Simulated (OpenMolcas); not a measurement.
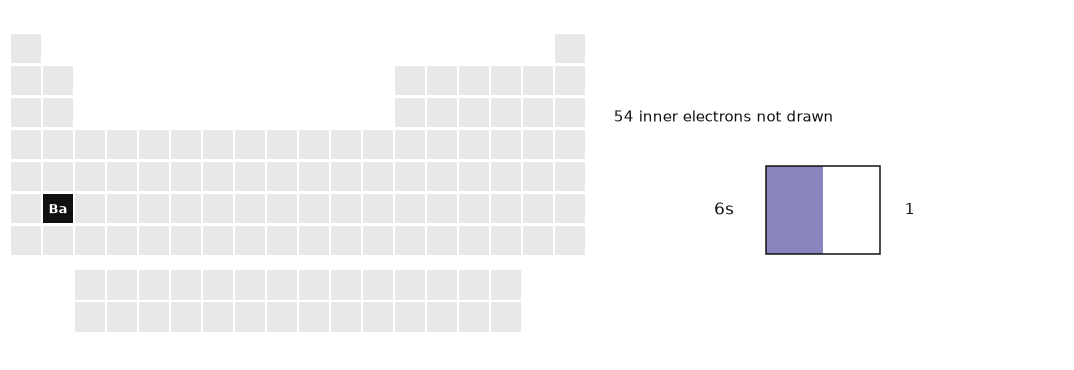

*Left, the place of barium in the periodic table; right, the outer shells of the leading configuration of the lowest level: a box for each of the 2l + 1 orbitals, shaded by the share of the shell that is filled, with the electron count at the right.*

Multiconfigurational calculation for Ba⁺

System: Ba⁺.
Method: state-averaged SS-CASPT2, IPEA shift 0.25, imaginary shift 0.1 hartree, closed shells 5s 5p correlated, active space 1 electron in the shells 5d 6s 6p, basis ANO-RCC, DKH2 scalar Hamiltonian, spin-orbit coupling by RASSI with atomic mean-field integrals (OpenMolcas).

Summary:

```tsv
quantity	value
outcome	converged
lowest level	6s ²S₁/₂
first excited level	5d ²D₃/₂, 5,019 cm⁻¹ (measured: 4,874)
energy of the lowest spin-free term	−8129.16942 hartree
energy of the lowest spin-orbit level	−8129.16942 hartree
CASPT2 correlation energy	−0.1925 hartree
largest spread among components of a term	4.7 cm⁻¹
lowest reference weight	0.939
hardware	1 thread of Arm Neoverse V1, 24 GiB of memory available, shared host
wall time	8.8 s
```

Remarks:

The run is of multi-state type; this report uses its single-state energies. Limits: only configurations of the active space are included.

Input file:
```
&GATEWAY
Coord
1

Ba 0.0 0.0 0.0
Basis=ANO-RCC
Group=XYZ
NoMove
AngMom=0.0 0.0 0.0
AMFI
&SEWARD
&RASSCF
FileOrb=start.orb
Symmetry=1
Spin=2
nActEl=1 0 0
Inactive=15 12
Ras2=6 3
CIRoot=6 6 1
SDav=6
CIMx=300
Iter=120 100
PrWF=0.3
OrbListing=Nothing
MaxOrb=0
Atom
>>> COPY $Project.JobIph JOB001
&RASSCF
FileOrb=start.orb
Symmetry=2
Spin=2
nActEl=1 0 0
Inactive=15 12
Ras2=6 3
CIRoot=3 3 1
SDav=3
CIMx=300
Iter=120 100
PrWF=0.3
OrbListing=Nothing
MaxOrb=0
Atom
>>> COPY $Project.JobIph JOB002
&RASSI
NrOfJobIphs=2 6 3
1 2 3 4 5 6
1 2 3
IphNames
JOB001
JOB002
EJob
SpinOrbit
DIPRint=1.0
SOCoupling=1000.0
Subsets=2
MEES
Property=10
'ANGMOM' 1 'ANGMOM' 2 'ANGMOM' 3 'MLTPL  1' 1 'MLTPL  1' 2 'MLTPL  1' 3
'AMFI' 1 'AMFI' 2 'AMFI' 3 'MLTPL  2' 6
SOProperty=3
'ANGMOM' 1 'ANGMOM' 2 'ANGMOM' 3
>>> COPY JOB001 $Project.JobIph
&CASPT2
Multistate=6 1 2 3 4 5 6
Frozen=14 9
IPEA=0.25
Imaginary=0.1
MaxIter=60
WThr=0.0 0.3 0.05
PrWF=0.5
NoMix
>>> COPY JOB002 $Project.JobIph
&CASPT2
Multistate=3 1 2 3
Frozen=14 9
IPEA=0.25
Imaginary=0.1
MaxIter=60
WThr=0.0 0.3 0.05
PrWF=0.5
NoMix
```

The file start.orb holds starting orbitals from an earlier step. A driver script formed the levels outside the program, from RASSI's spin-orbit matrix and the CASPT2 energies (for multi-state variants, the effective Hamiltonian), averaged over the components of each term or state. The log and the time are those of the CASPT2 step.

Run as:
```bash
OMP_NUM_THREADS=1 MOLCAS_MEM=2252 MOLCAS_PROJECT=a pymolcas a.inp > a.log  # once for each step of the input, in one work folder
```

Output (extracts):
```
--- CASPT2 ---
Orbital specifications:
      -----------------------

      Symmetry species                           1   2
                                                ag  au
      Frozen orbitals                           14   9
      Inactive orbitals                          1   3
      Active orbitals                            6   3
      Secondary orbitals                        49  43
      Deleted orbitals                           0   0
      Number of basis functions                 70  58
Type of calculation                        MS-CASPT2
      Fock operator                              state-specific
      IPEA shift                                 0.25
      Real shift                                 0.00
      Imaginary shift                            0.10
      The input orbitals will be transformed to quasi-canonical
Reference energy:       -8128.9769524145
      E2 (Non-variational):      -0.1922066154
      Shift correction:          -0.0002639821
      E2 (Variational):          -0.1924705975
      Total energy:           -8129.1694230120
      Residual norm:              0.0000001497
      Reference weight:           0.93939
      Contributions to the CASPT2 correlation energy
      Active & Virtual Only:         -0.0000000006
      One Inactive Excited:          -0.0226545087
      Two Inactive Excited:          -0.1695521061
Reference energy:       -8128.9484883282
      E2 (Non-variational):      -0.1954487708
      Shift correction:          -0.0002675712
      E2 (Variational):          -0.1957163420
      Total energy:           -8129.1442046703
      Residual norm:              0.0000002313
      Reference weight:           0.93870
      Contributions to the CASPT2 correlation energy
      Active & Virtual Only:          0.0000000000
      One Inactive Excited:          -0.0343861226
      Two Inactive Excited:          -0.1610626483
::    CASPT2 Root  1     Total energy:  -8129.16942301
::    CASPT2 Root  2     Total energy:  -8129.14420467
::    CASPT2 Root  3     Total energy:  -8129.14420154
::    CASPT2 Root  4     Total energy:  -8129.14420622
::    CASPT2 Root  5     Total energy:  -8129.14420196
::    CASPT2 Root  6     Total energy:  -8129.14422296
::    MS-CASPT2 Root  1     Total energy:  -8129.16942322
::    MS-CASPT2 Root  2     Total energy:  -8129.14422442
::    MS-CASPT2 Root  3     Total energy:  -8129.14420753
::    MS-CASPT2 Root  4     Total energy:  -8129.14420298
::    MS-CASPT2 Root  5     Total energy:  -8129.14420203
::    MS-CASPT2 Root  6     Total energy:  -8129.14420019
--- CASPT2 ---
Orbital specifications:
      -----------------------

      Symmetry species                           1   2
                                                ag  au
      Frozen orbitals                           14   9
      Inactive orbitals                          1   3
      Active orbitals                            6   3
      Secondary orbitals                        49  43
      Deleted orbitals                           0   0
      Number of basis functions                 70  58
Type of calculation                        MS-CASPT2
      Fock operator                              state-specific
      IPEA shift                                 0.25
      Real shift                                 0.00
      Imaginary shift                            0.10
      The input orbitals will be transformed to quasi-canonical
Reference energy:       -8128.8908951285
      E2 (Non-variational):      -0.1815066258
      Shift correction:          -0.0002316700
      E2 (Variational):          -0.1817382958
      Total energy:           -8129.0726334243
      Residual norm:              0.0000000715
      Reference weight:           0.94450
      Contributions to the CASPT2 correlation energy
      Active & Virtual Only:          0.0000000000
      One Inactive Excited:          -0.0114980806
      Two Inactive Excited:          -0.1700085452
Reference energy:       -8128.8908951285
      E2 (Non-variational):      -0.1815066258
      Shift correction:          -0.0002316700
      E2 (Variational):          -0.1817382958
      Total energy:           -8129.0726334243
      Residual norm:              0.0000000715
      Reference weight:           0.94450
      Contributions to the CASPT2 correlation energy
      Active & Virtual Only:          0.0000000000
      One Inactive Excited:          -0.0114980806
      Two Inactive Excited:          -0.1700085452
::    CASPT2 Root  1     Total energy:  -8129.07263342
::    CASPT2 Root  2     Total energy:  -8129.07263342
::    CASPT2 Root  3     Total energy:  -8129.07263342
::    MS-CASPT2 Root  1     Total energy:  -8129.07263342
::    MS-CASPT2 Root  2     Total energy:  -8129.07263342
::    MS-CASPT2 Root  3     Total energy:  -8129.07263342
```

Spin-orbit levels, grouped by J and assigned:

```
Configuration   Level  E (cm⁻¹)  LS purity (%)  Landé g
           6s   ²S₁/₂         0            100    2.002
           5d   ²D₃/₂     5,019            100    0.800
           5d   ²D₅/₂     5,877            100    1.200
           6p  ²P°₁/₂    20,520            100    0.666
           6p  ²P°₃/₂    21,610            100    1.334
```

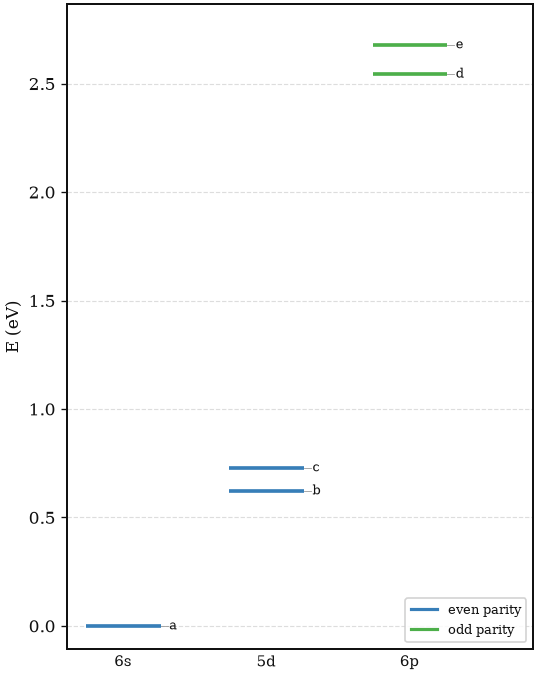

*The lowest computed levels of Ba II (Ba⁺), 5 of them lettered.*

a: 6s ²S₁/₂ at 0; b: 5d ²D₃/₂ at 0.622 eV; c: 5d ²D₅/₂ at 0.729 eV; d: 6p ²P°₁/₂ at 2.54 eV; e: 6p ²P°₃/₂ at 2.68 eV.

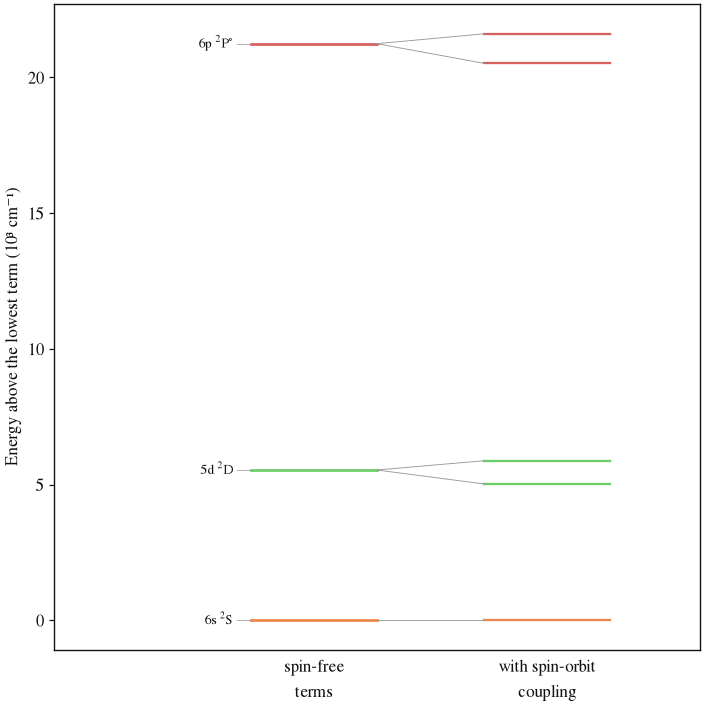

*Terms of Ba⁺ (barium, Z = 56) without and with spin-orbit coupling; the J values are left off.*

6s ²S (at 0) gives the one level J = 1/2; 5d ²D (at 5,530 cm⁻¹) splits over 858 cm⁻¹ into J = 3/2, 5/2 from the bottom up (normal); 6p ²P° (at 21,200 cm⁻¹) splits over 1,090 cm⁻¹ into J = 1/2, 3/2 from the bottom up (normal). The ground level lies 0 below the lowest term.
